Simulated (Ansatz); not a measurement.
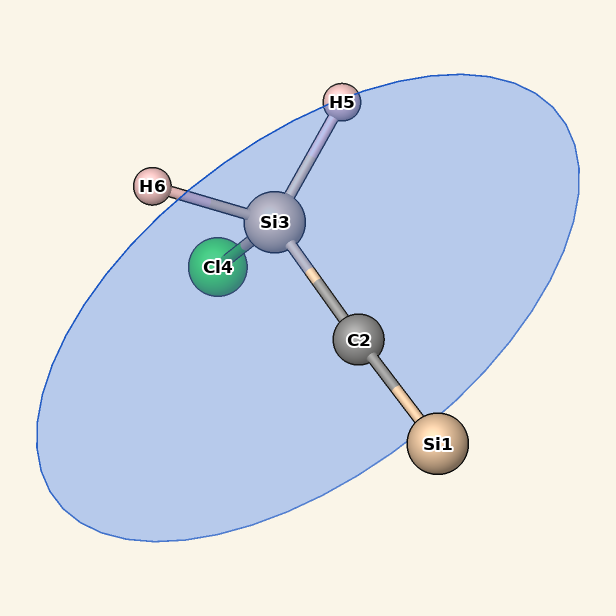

A disc through the centre of mass is drawn in. Distant atoms are faded towards the background colour. Charge −1, singlet. Computed geometry: PBE0-D4/def2-TZVPD optimisation. No frequency run is at hand to confirm it as a minimum.

Is the plane of the disc a mirror plane of the structure?

No. The point group is Cs, with 1 mirror plane, and this plane isn't one of its mirror planes.
